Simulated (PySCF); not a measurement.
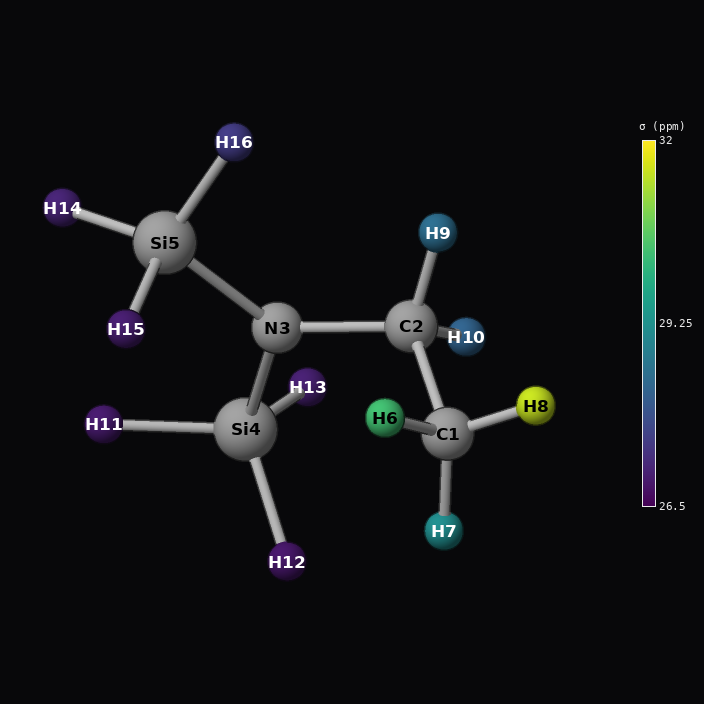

Atoms are coloured by their isotropic NMR shieldings (H only, the others grey). Geometry: a frame of a GFN2-xTB molecular-dynamics simulation, not a minimum. Level of theory: GIAO PBE0/pcSseg-1 NMR shielding, non-relativistic, gas phase (PySCF 2.14.0).

List the isotropic NMR shieldings of the H atoms.

| atom | σ (ppm) |
| --- | --- |
| H6 | 30.34 |
| H7 | 29.18 |
| H8 | 31.51 |
| H9 | 28.47 |
| H10 | 28.24 |
| H11 | 26.92 |
| H12 | 26.86 |
| H13 | 27.01 |
| H14 | 27.07 |
| H15 | 26.96 |
| H16 | 27.48 |
